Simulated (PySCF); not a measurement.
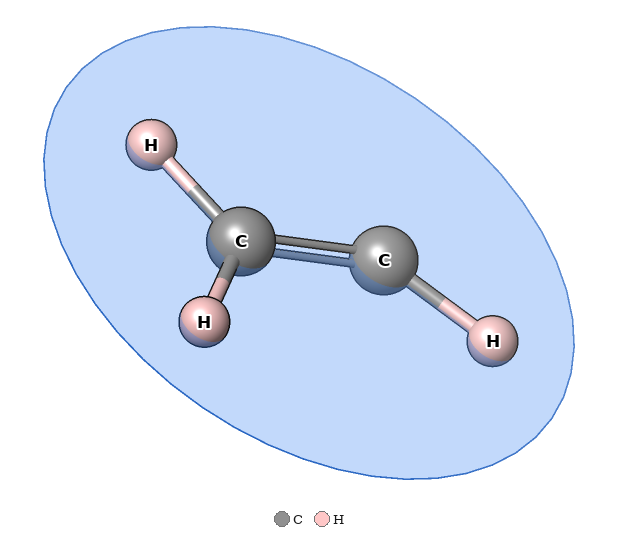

All proper rotation axes (lines) and mirror planes (discs) of the structure are drawn in. Atoms fade into the background with distance from the viewer. The species is neutral and a spin doublet. The geometry was computed by an optimisation with PBE0-D3(BJ)/def2-SVP. No frequency run is at hand to confirm it as a minimum.

**Name the symmetry elements and the point group.**

It has 1 mirror plane. Point group Cs. The group has 2 operations. The geometry is achiral, and symmetry allows a dipole moment.
